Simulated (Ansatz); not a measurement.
Given this structure:

```
CELL_PARAMETERS angstrom
3.05842 0.00000 0.00000
-1.52921 2.64867 0.00000
0.00000 0.00000 10.01215
ATOMIC_POSITIONS crystal
Si 0.66667 0.33333 0.93784
Si 0.33333 0.66667 0.43784
Si 0.00000 0.00000 0.68790
Si 0.00000 0.00000 0.18790
C 0.66667 0.33333 0.74981
C 0.33333 0.66667 0.24981
C 0.00000 0.00000 0.50045
C 0.00000 0.00000 0.00045
```

What does this file describe?

Answer. The solid is SiC. The structure has P6_3mc (No. 186) symmetry and a primitive hexagonal lattice. Atoms per cell: 8 (4 Si, 4 C). Around each Si lie four C in a tetrahedral arrangement at 1.87 to 1.88 Å. About every C there are four Si in a tetrahedral arrangement at 1.87 to 1.88 Å. The bonds build a three-dimensional framework.

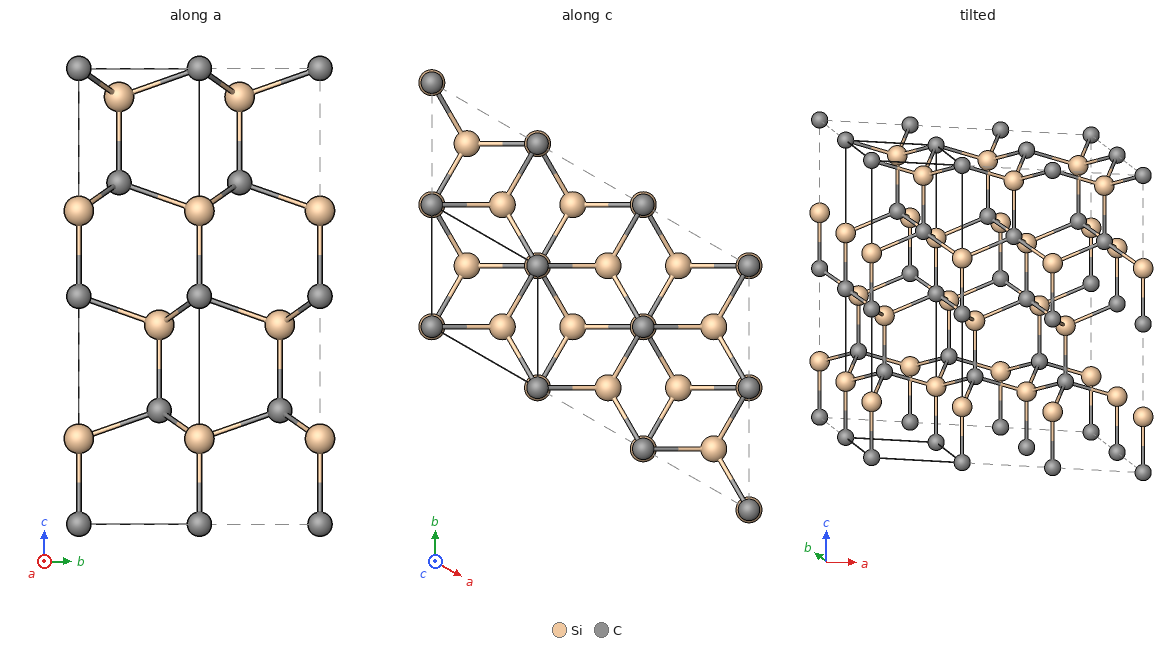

An orthographic ball-and-stick view of the structure, along the a axis, along the c axis and slightly off an axis. The drawing covers 3×2×1 cells, and the solid lines enclose one conventional unit cell.

The structure comes from a structure listed in the Materials Project. Cell shown after relaxation with Ansatz 0.2.0, DFT LDA, scalar-relativistic, plane waves, PAW.
